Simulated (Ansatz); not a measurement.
Abstraction of Br: C2HBrF2 + AlBr2 → C2HF2 + AlBr3

Species: C2HBrF2 `F/C=C(\F)Br`, singlet; AlBr2 `[Br][Al][Br]`, doublet; C2HF2 `F/[C]=C\F`, doublet; AlBr3 (aluminum bromide) `[Br][Al]([Br])[Br]`, singlet. A radical takes Br: the energy is the difference in strength between the C–Br bond broken and the Al–Br bond made.

Shapes, held fixed at every level: PBE0-D4/def2-TZVP. Programs: Ansatz 0.2.0. Electronic energies: no zero-point or thermal term.

| level | kind | ΔE (kJ/mol) |
| --- | --- | --- |
| HF/def2-TZVPP | Hartree–Fock | -120.0 |
| PBE-D4/def2-TZVPP | GGA | -47.6 |
| r2SCAN-D4/def2-TZVPP | meta-GGA | -71.7 |
| B3LYP-D4/def2-TZVPP | global hybrid | -64.6 |
| wB97M-V/def2-TZVPP | range-separated hybrid | -68.9 |
| wB97X-V/def2-TZVPP | range-separated hybrid | -71.5 |
| B2PLYP/def2-TZVPP | double hybrid | -67.0 |

B2PLYP/def2-TZVPP gives ΔE = -67.0 kJ/mol; the levels span -120.0 to -47.6. The median of the levels is -68.9. No measured value is set beside it here. Spin contamination: C2HF2 (⟨S²⟩ up to 0.94). Open shells run unrestricted unless RO is named. Relativity is left out for Br unless named. Correlated rows may include outer-core shells of Br, which these sets cover unevenly.

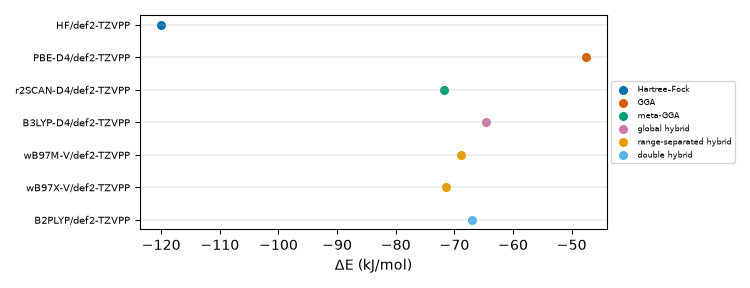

The values of the table, level by level.
